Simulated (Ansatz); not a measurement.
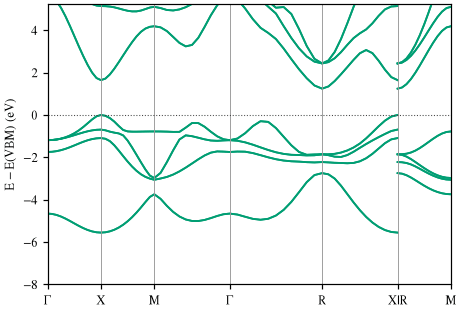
Fig. 1. Band structure from the program Ansatz at the PBE+D3(BJ) with spin–orbit coupling level (PAW)

Question: Read off the gap and where the band edges lie.

Answer: About 1.2 eV (1.24 eV by a search for the band edges); maximum at X, minimum at R.

The material is TlBr (CsCl type, Pm-3m).

The cell was relaxed with PBE+D3(BJ) under the symmetry of its start; phonons on a q-mesh show no instability.

Potentials: the later of the program's two PAW sets.
